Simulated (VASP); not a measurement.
Band structure of CdZn₃Se₄ (ordered alloy cell). Calculation: PBEsol GGA, VASP's PBE PAW potentials (set 64) (plane waves; VASP).

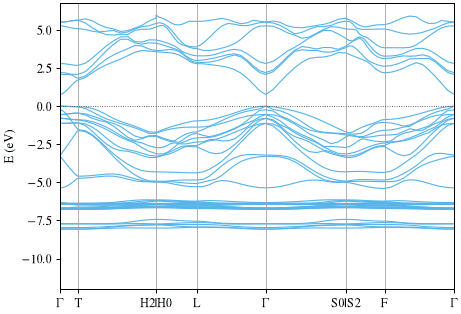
Figure. Bands along high-symmetry lines, zero at the valence-band maximum or, without a gap, the Fermi level

### Question
Read the plot: is there a gap, and where are the band edges?

### Answer
The gap is direct, 0.77 eV, from the valence maximum at Γ to the conduction minimum at Γ. (Edges off the drawn lines would not show.)

The structure was generated: CdZn3Se4 was put into an ordered model structure (R3m), which need not be its known phase. It was relaxed first.
